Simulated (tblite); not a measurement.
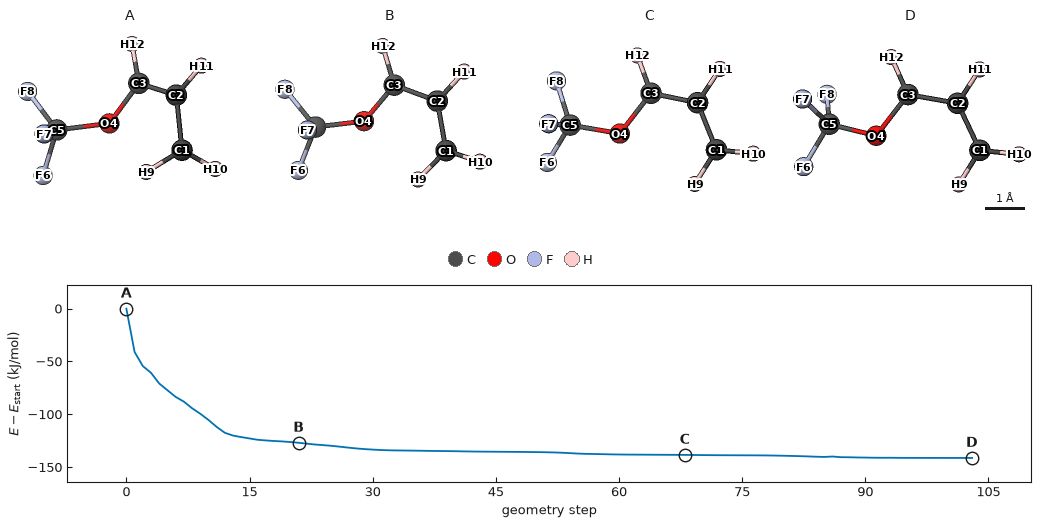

Frames of a relaxation of C₄H₄F₃O (multiplicity 2), marked on the history of the run. The picture is a ball-and-stick view, seen at a tilt.

Level of theory: GFN2-xTB geometry optimisation, gas phase in tblite. 

Q: Describe the path.

A: The largest move after the best rigid fit is that of F7, 1.17 Å. By element the largest moves are F 1.17 Å, H 1.01 Å, O 0.70 Å, C 0.56 Å. Some distances before and after: C1–C2 1.488 → 1.368 Å, O4–C5 1.409 → 1.318 Å, C5–F6 1.397 → 1.326 Å, C2–C3 1.321 → 1.376 Å. Bond angles that change, for instance: C3–O4–C5 125.7° → 116.2°, C1–C2–C3 116.5° → 125.2°, C2–C1–H9 113.6° → 120.7°. Groups turn about C3–O4 by about 65°. Over 103 geometry steps the energy falls by 141.2 kJ/mol. From step 0 to 21: H10 moves most (0.86 Å), energy −126.9 kJ/mol. From step 21 to 68: F7 moves most (0.53 Å), energy −11.4 kJ/mol. From step 68 to 103: F atoms move most (0.70 Å), energy −2.89 kJ/mol.

| step | E − E(0), kJ/mol |
| --- | --- |
| 0 | 0.00 |
| 1 | -40.99 |
| 2 | -54.30 |
| 3 | -60.71 |
| 4 | -70.83 |
| 5 | -77.17 |
| 6 | -83.47 |
| 7 | -87.97 |
| 8 | -94.21 |
| 9 | -99.43 |
| 10 | -105.30 |
| 15 | -122.79 |
| 20 | -126.20 |
| 25 | -129.77 |
| 30 | -133.34 |
| 34 | -134.23 |
| 39 | -134.76 |
| 44 | -135.31 |
| 49 | -135.62 |
| 54 | -136.69 |
| 59 | -137.86 |
| 64 | -138.19 |
| 69 | -138.42 |
| 74 | -138.72 |
| 79 | -138.99 |
| 83 | -139.78 |
| 88 | -140.59 |
| 93 | -141.06 |
| 98 | -141.21 |
| 103 | -141.24 |
